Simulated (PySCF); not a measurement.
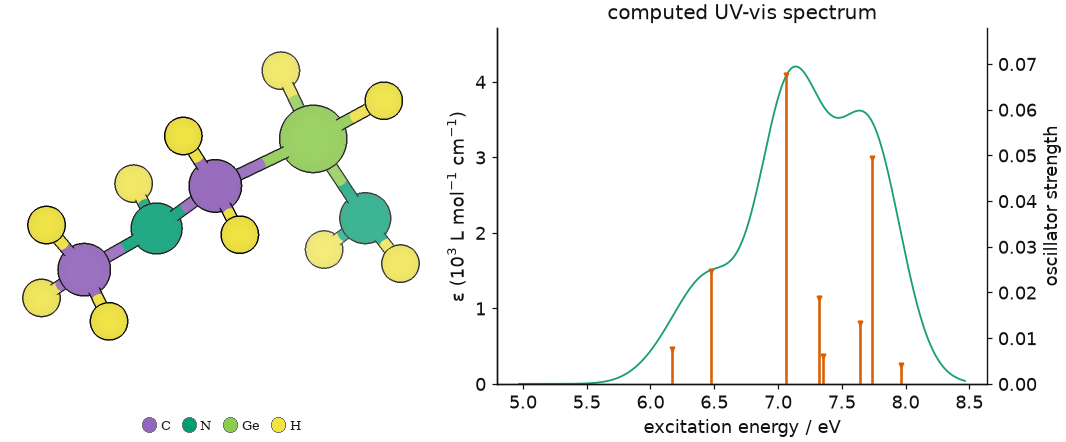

Computed absorption of C₂H₁₀GeN₂, SMILES CN[CH2][GeH2][NH2], singlet. Vertical TDDFT excitations, ωB97X-D/def2-SVPD in PySCF 2.14.0, at a GFN2-xTB geometry (no frequency check), gas phase. The lowest 8 singlet states are shown; each is broadened by a Gaussian of 1/e half-width 0.33 eV. Sticks give oscillator strengths (right axis).

**Which of the computed transitions is the brightest, and what character does the calculation give it?**

S3 at 7.06 eV (176 nm), f = 0.068, mainly HOMO → LUMO+1 (59 %).

**List the transitions behind the spectrum.**

| state | E (eV) | λ (nm) | f | main character |
| --- | --- | --- | --- | --- |
| S1 | 6.17 | 201 | 0.008 | HOMO → LUMO (70 %) |
| S2 | 6.48 | 191 | 0.025 | HOMO−1 → LUMO (56 %) |
| S3 | 7.06 | 176 | 0.068 | HOMO → LUMO+1 (59 %) |
| S4 | 7.32 | 169 | 0.019 | HOMO → LUMO+2 (45 %) |
| S5 | 7.36 | 169 | 0.006 | HOMO → LUMO+4 (70 %) |
| S6 | 7.65 | 162 | 0.013 | HOMO−1 → LUMO (21 %) |
| S7 | 7.74 | 160 | 0.049 | HOMO → LUMO+3 (47 %) |
| S8 | 7.97 | 156 | 0.004 | HOMO−1 → LUMO+2 (26 %) |

Note: the tight-binding geometry is rougher than a DFT one and adds to the error; one conformer of a flexible molecule; core orbitals are frozen in the response.
